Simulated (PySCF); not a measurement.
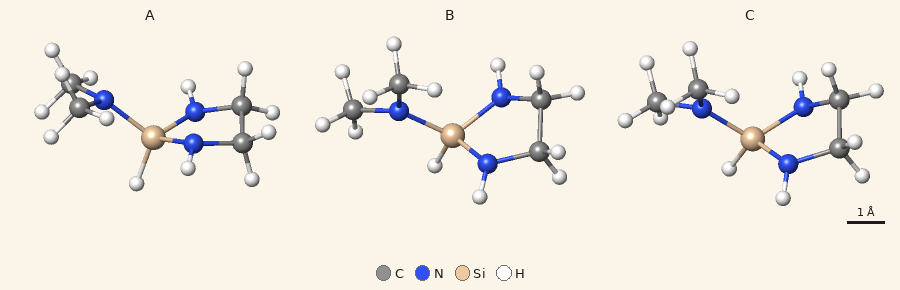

3 geometries from one relaxation of C4H13N3Si, in shuffled order. A ball-and-stick model, seen from a free direction.

The start comes from GFN2-xTB. Its atoms were then displaced at random by about 0.01 Å.

The calculation used PBE0-D3(BJ)/def2-SVP geometry optimisation, gas phase (PySCF). 

Put them in the order of the run, from the start to the converged end.

A, C, B. They are steps 0, 7, 15, at +12.5 kcal/mol, +2.71 kcal/mol relative to the last. Over 15 geometry steps the energy falls by 12.5 kcal/mol. An H atom moves most after the best rigid fit: 1.75 Å. Largest moves by element: H 1.75 Å, C 0.87 Å, N 0.72 Å, Si 0.36 Å. Among the contacts that change: C–H 1.067 → 1.109 Å, N–Si 1.700 → 1.740 Å, N–Si 1.756 → 1.729 Å, H–N 0.988 → 1.011 Å. Among the angles between lasting bonds that change: N–Si–H 112.2° → 102.9°, C–N–Si 116.8° → 124.1°, N–Si–H 106.7° → 112.4°. Cost: 13 min on 1 thread of Intel(R) Xeon(R) Processor @ 2.50GHz, on a shared host.
